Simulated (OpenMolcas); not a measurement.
# Relativistic diatomic calculation for TaF (part 2 of 2)

Continued. System: TaF. Method: SA-CASSCF(10,9)/XMS-CASPT2 + RASSI spin-orbit (X2C scalar, AMFI), ANO-RCC-VDZP (OpenMolcas).

## Log (extracts), continued
```
++ Dipole transition strengths (spin-free states):
     for osc. strength at least  1.00000000E-05
      From   To        Osc. strength     Einstein coefficients Ax, Ay, Az (sec-1)    Total A (sec-1)
         1    9       1.44295838E-05  1.67972090E-02  2.26860739E+02  0.00000000E+00  2.26877536E+02
         1   10       2.52531510E-03  5.19983942E+04  2.97571830E+00  0.00000000E+00  5.20013700E+04
         1   11       3.21525844E-03  1.09305128E+05  1.06666065E+02  0.00000000E+00  1.09411794E+05
         1   12       3.22000461E-03  1.07234765E+02  1.09764068E+05  0.00000000E+00  1.09871303E+05
         1   13       3.91013280E-03  1.10730664E+01  1.93626165E+05  0.00000000E+00  1.93637238E+05
         1    4       1.48527476E-04  0.00000000E+00  0.00000000E+00  8.50185552E+03  8.50185552E+03
         1   14       4.88468479E-05  5.15617704E+03  4.42176840E+02  0.00000000E+00  5.59835388E+03
         1   15       4.85059368E-05  4.56665622E+02  5.10307431E+03  0.00000000E+00  5.55973993E+03
         2    9       1.44295806E-05  2.26860639E+02  1.67969656E-02  0.00000000E+00  2.26877435E+02
         2   10       2.52531489E-03  2.97572375E+00  5.19983799E+04  0.00000000E+00  5.20013556E+04
         2   11       3.21525824E-03  1.06666031E+02  1.09305105E+05  0.00000000E+00  1.09411771E+05
         2   12       3.22000433E-03  1.09764042E+05  1.07234805E+02  0.00000000E+00  1.09871277E+05
         2   13       3.91013255E-03  1.93626129E+05  1.10730633E+01  0.00000000E+00  1.93637202E+05
         2    3       1.48527452E-04  0.00000000E+00  0.00000000E+00  8.50185316E+03  8.50185316E+03
         2   14       4.88468476E-05  4.42176908E+02  5.15617649E+03  0.00000000E+00  5.59835339E+03
         2   15       4.85059340E-05  5.10307356E+03  4.56665595E+02  0.00000000E+00  5.55973915E+03
         9   13       1.70878178E-04  0.00000000E+00  0.00000000E+00  1.61255233E+03  1.61255233E+03
         9    3       3.89058337E-04  5.00060280E+03  4.31100530E+01  0.00000000E+00  5.04371286E+03
         9    4       3.89058308E-04  4.31100511E+01  5.00060242E+03  0.00000000E+00  5.04371247E+03
         9    8       5.10817817E-03  1.15870217E+03  1.25693427E+05  0.00000000E+00  1.26852130E+05
         9    7       5.10817814E-03  1.25693427E+05  1.15870216E+03  0.00000000E+00  1.26852129E+05
        13    8       4.94581074E-05  1.63527989E+00  1.79046167E+02  0.00000000E+00  1.80681447E+02
        13    7       4.94581064E-05  1.79046163E+02  1.63527998E+00  0.00000000E+00  1.80681443E+02
 Electric-quadrupole - electric-quadrupole not included
 Electric-dipole - electric-octupole not included
 Electric-dipole - magnetic-quadrupole not included
   Eigenvalues of complex Hamiltonian:
  (Shifted by EMIN (a.u.) =     -15701.3126853684)
 SO State       Relative EMIN(au)   Rel lowest level(eV)    D:o, cm**(-1)      Omega
     1            -0.0011826213        0.0000000000              0.0000         3.0
     2            -0.0011826213        0.0000000000              0.0000         3.0
     3            -0.0011627861        0.0005397429              4.3533         2.0
     4            -0.0011620012        0.0005611001              4.5256         2.0
     5            -0.0010324307        0.0040868939             32.9630         4.0
     6            -0.0010324306        0.0040868969             32.9630         4.0
     7            -0.0009846613        0.0053867663             43.4472         1.0
     8            -0.0009846590        0.0053868294             43.4477         1.0
     9            -0.0007488157        0.0118044514             95.2093         0.0
    10            -0.0004831091        0.0190346951            153.5252         0.0
    11            -0.0000838224        0.0298998412            241.1585         1.0
    12            -0.0000838224        0.0298998401            241.1585         1.0
    13             0.0005899149        0.0482331669            389.0267         2.0
    14             0.0005899178        0.0482332456            389.0274         2.0
    15             0.0209614734        0.6025715142           4860.0670         0.0
    16             0.0210491462        0.6049572106           4879.3090         1.0
    17             0.0210491462        0.6049572106           4879.3090         1.0
    18             0.0213143632        0.6121741352           4937.5174         2.0
    19             0.0213143699        0.6121743164           4937.5188         2.0
    20             0.0217695025        0.6245591063           5037.4089         3.0
    21             0.0217695025        0.6245591063           5037.4089         3.0
    22             0.0241133875        0.6883394644           5551.8322         3.0
    23             0.0241133875        0.6883394644           5551.8322         3.0
    24             0.0243547094        0.6949061684           5604.7962         2.0
    25             0.0243548886        0.6949110456           5604.8356         2.0
    26             0.0246606417        0.7032310102           5671.9406         1.0
    27             0.0246606417        0.7032310099           5671.9406         1.0
    28             0.0247880609        0.7066982639           5699.9059         0.0
    29             0.0296344386        0.8385749185           6763.5629         0.0
    30             0.0296897587        0.8400802572           6775.7042         0.0
    31             0.0297191694        0.8408805620           6782.1591         1.0
    32             0.0297191694        0.8408805620           6782.1591         1.0
    33             0.0302867449        0.8563250784           6906.7275         1.0
    34             0.0302867449        0.8563250793           6906.7276         1.0
    35             0.0311791454        0.8806085336           7102.5868         2.0
    36             0.0312203835        0.8817306792           7111.6375         2.0
    37             0.0323005352        0.9111231041           7348.7034         3.0
    38             0.0323005353        0.9111231061           7348.7034         3.0
    39             0.0335460566        0.9450154682           7622.0638         4.0
    40             0.0335460630        0.9450156427           7622.0652         4.0
    41             0.0344742288        0.9702723202           7825.7740         2.0
    42             0.0344742476        0.9702728305           7825.7781         2.0
    43             0.0349236851        0.9825026482           7924.4183         5.0
    44             0.0349236851        0.9825026482           7924.4183         5.0
    45             0.0354610193        0.9971242572           8042.3495         1.0
    46             0.0354610193        0.9971242576           8042.3495         1.0
    47             0.0355593434        0.9997997918           8063.9291         0.0
    48             0.0380021983        1.0662732607           8600.0738         0.0
    49             0.0380033231        1.0663038675           8600.3207         0.0
    50             0.0391789766        1.0982950287           8858.3468         2.0
    51             0.0391797013        1.0983147483           8858.5059         2.0
    52             0.0397663742        1.1142789327           8987.2657         1.0
    53             0.0397663742        1.1142789320           8987.2657         1.0
    54             0.0398864872        1.1175473748           9013.6275         3.0
    55             0.0398864872        1.1175473748           9013.6275         3.0
    56             0.0405816638        1.1364640938           9166.2011         1.0
    57             0.0405816638        1.1364640928           9166.2011         1.0
    58             0.0405940929        1.1368023065           9168.9290         0.0
    59             0.0427703181        1.1960204097           9646.5552         2.0
    60             0.0427750295        1.1961486150           9647.5892         2.0
    61             0.0434891049        1.2155795942           9804.3106         0.0
    62             0.0444435094        1.2415502637          10013.7782         1.0
    63             0.0444435093        1.2415502634          10013.7782         1.0
    64             0.0447106040        1.2488182783          10072.3987         3.0
    65             0.0447106044        1.2488182912          10072.3988         3.0
    66             0.0460395145        1.2849797773          10364.0609         2.0
    67             0.0460404300        1.2850046881          10364.2618         2.0
    68             0.0461709649        1.2885567223          10392.9109         2.0
    69             0.0461710551        1.2885591772          10392.9307         2.0
    70             0.0463215710        1.2926549238          10425.9651         1.0
    71             0.0463215710        1.2926549238          10425.9651         1.0
    72             0.0464396739        1.2958686681          10451.8857         4.0
    73             0.0464397730        1.2958713657          10451.9074         4.0
    74             0.0469382126        1.3094345980          10561.3023         0.1
    75             0.0476966542        1.3300728433          10727.7610         3.0
    76             0.0476966542        1.3300728433          10727.7610         3.0
    77             0.0479857787        1.3379403235          10791.2165         5.0
    78             0.0479857787        1.3379403235          10791.2165         5.0
    79             0.0480007988        1.3383490403          10794.5130         0.0
    80             0.0489506462        1.3641957046          11002.9804         1.0
    81             0.0489506462        1.3641957051          11002.9804         1.0
    82             0.0492722694        1.3729475186          11073.5685         4.0
    83             0.0492722694        1.3729475182          11073.5685         4.0
    84             0.0493558989        1.3752231925          11091.9231         6.0
    85             0.0493558989        1.3752231925          11091.9231         6.0
    86             0.0504746901        1.4056670523          11337.4694         2.0
    87             0.0504755109        1.4056893868          11337.6495         2.0
    88             0.0521355347        1.4508609358          11701.9826         3.0
    89             0.0521355347        1.4508609358          11701.9826         3.0
    90             0.0538816667        1.4983756081          12085.2143         4.0
    91             0.0538816667        1.4983756081          12085.2143         4.0
    92             0.0539707388        1.5007993846          12104.7634         1.0
    93             0.0539707388        1.5007993846          12104.7634         1.0
    94             0.0567514477        1.5764663288          12715.0584         0.0
    95             0.0569143471        1.5808990463          12750.8107         0.0
    96             0.0592963615        1.6457169600          13273.6024         1.0
    97             0.0592963615        1.6457169602          13273.6025         1.0
    98             0.0614875961        1.7053434905          13754.5229         2.0
    99             0.0614897946        1.7054033143          13755.0054         2.0
   100             0.0634678803        1.7592297695          14189.1450         3.0
   101             0.0634678803        1.7592297695          14189.1450         3.0
   102             0.0652601622        1.8080002445          14582.5054         4.0
   103             0.0652601622        1.8080002445          14582.5054         4.0
   104             0.0668756271        1.8519592825          14937.0590         5.0
   105             0.0668756271        1.8519592825          14937.0590         5.0
 Weights of the five most important spin-orbit-free states for each spin-orbit state.
 SO State  Total energy (au)           Spin-free states, spin, and weights
    1        -0.001183       2 3.0  0.4899    1 3.0  0.4895   10 3.0  0.0071   12 3.0  0.0051   11 3.0  0.0051
    2        -0.001183       1 3.0  0.4899    2 3.0  0.4895   10 3.0  0.0071   12 3.0  0.0051   11 3.0  0.0051
    3        -0.001163       1 3.0  0.4854    2 3.0  0.4854   10 3.0  0.0117   12 3.0  0.0110   13 3.0  0.0043
    4        -0.001162       1 3.0  0.4854    2 3.0  0.4854   10 3.0  0.0117   11 3.0  0.0110   13 3.0  0.0043
    5        -0.001032       1 3.0  0.4970    2 3.0  0.4970   12 3.0  0.0030   11 3.0  0.0030    6 3.0  0.0000
    6        -0.001032       1 3.0  0.4970    2 3.0  0.4970   12 3.0  0.0030   11 3.0  0.0030    5 3.0  0.0000
    7        -0.000985       1 3.0  0.9584   10 3.0  0.0151    2 3.0  0.0086   11
```

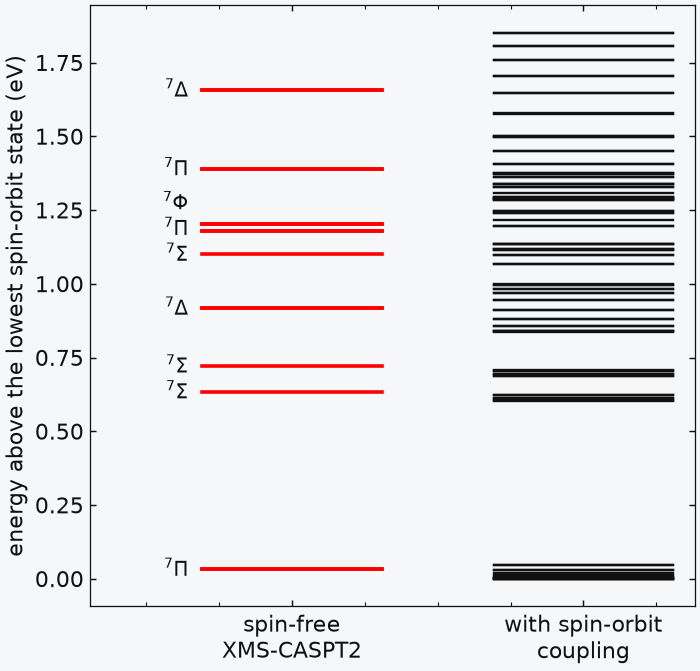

Fig. 2: States up to 2.5 eV at 1.875 Å, without spin-orbit coupling (left, a colour for each spin multiplicity) and with it (right, where close levels merge). The spin-free states run ⁷Π (0.00 eV), ⁷Σ (0.60 eV), ⁷Σ (0.69 eV), ⁷Δ (0.89 eV), ⁷Σ (1.07 eV), ⁷Π (1.15 eV) from the lowest. The lowest spin-orbit levels have |Ω| = 3 (0 cm⁻¹), 2 (4 cm⁻¹), 4 (33 cm⁻¹), 1 (43 cm⁻¹), 0 (95 cm⁻¹).

## Results in brief

- outcome: converged
- lowest spin-free state: ⁷Π
- lowest spin-orbit level: Ω = 3, −15701.31387 hartree
- next level: Ω = 2, 4 cm⁻¹
- hardware: 1 thread of Arm Neoverse V1, 24 GiB of memory available, shared host
- wall time: 70 s
- peak memory: 0.58 GiB

## Notes

To bear in mind: 1 of the 105 spin-orbit states have no clean Ω, so their splittings aren't to be trusted.
